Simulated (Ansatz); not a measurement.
## Electronic structure of C$_{3}$H$_{7}$FSi in real space

```yaml
atoms:
  - { symbol: F, position_ang: [2.6824, -0.7149, -0.1237] }
  - { symbol: Si, position_ang: [1.6058, 0.4055, 0.2716] }
  - { symbol: C, position_ang: [-0.0678, -0.4263, 0.4196] }
  - { symbol: C, position_ang: [-1.3237, 0.3779, 0.2061] }
  - { symbol: C, position_ang: [-0.9020, -0.6417, -0.8164] }
  - { symbol: H, position_ang: [1.5823, 1.4503, -0.7837] }
  - { symbol: H, position_ang: [1.9950, 1.0183, 1.5658] }
  - { symbol: H, position_ang: [-0.0884, -1.2015, 1.1759] }
  - { symbol: H, position_ang: [-2.1859, 0.1462, 0.8236] }
  - { symbol: H, position_ang: [-1.2639, 1.4243, -0.0750] }
  - { symbol: H, position_ang: [-1.4780, -1.5592, -0.8849] }
  - { symbol: H, position_ang: [-0.5558, -0.2788, -1.7788] }
```

Not at a stationary point (largest force 1.3 eV/Å).

Level of theory: SCF PBE0, Gaussian basis (Ansatz 0.2.0).

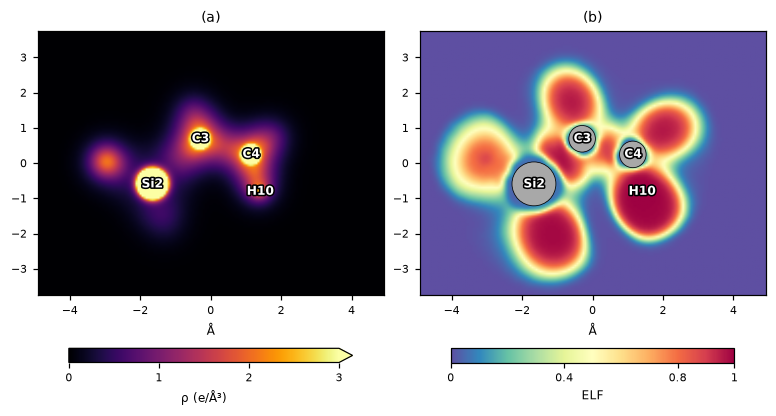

Figure 1. (a) total electron density; (b) ELF on the plane of atoms C3, C4 and H10. Grey discs cover the atomic cores in the ELF map.

Q: What does the map show?

A: The section cuts through Si, C and H sites. C–C (1.51 Å): ρ is about 1.6 e/Å³ halfway; the ELF peaks at about 0.90 between the atoms (a covalent bond). C–Si (1.87 Å): ρ at the midpoint is about 0.97 e/Å³; the ELF peaks at about 0.95 between the atoms: a covalent bond. C–H (1.09 Å): ρ at the midpoint is about 2 e/Å³; the ELF climbs to about 1 towards the hydrogen, as it does in any bond to H: a covalent bond by its length. The ELF also peaks beside F1, away from the bonds: lone-pair regions.

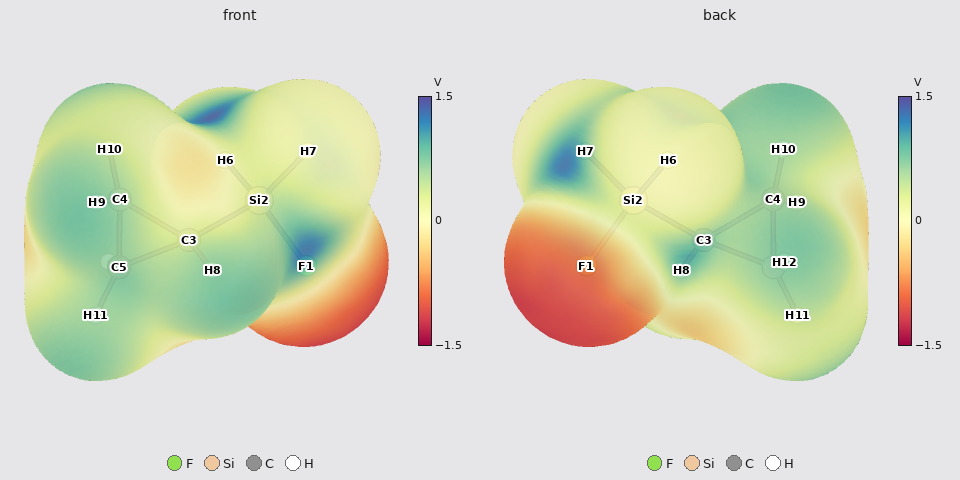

Figure 2. The electrostatic potential painted on the density surface at 0.002 e/bohr³, seen from the front and from behind; the colour scale runs from red (negative) to blue (positive).

Q: Where is the surface potential most negative and most positive?

A: The most negative region (about −1.2 V) lies over F1, the most positive (about +1.2 V) over Si2.

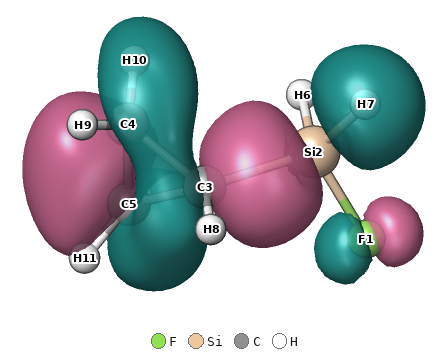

Figure 3. The HOMO at ±0.08 Å⁻³ᐟ² (teal and pink are the two phases), seen at an oblique angle.

Q: Where does this orbital lie, and at what energy?

A: By Hirshfeld shares it lies mainly on C5 (about 25 %), C3 (about 20 %), C4 (about 20 %), Si2 (about 15 %) and H7 (about 5 %). Its energy is −8.27 eV.
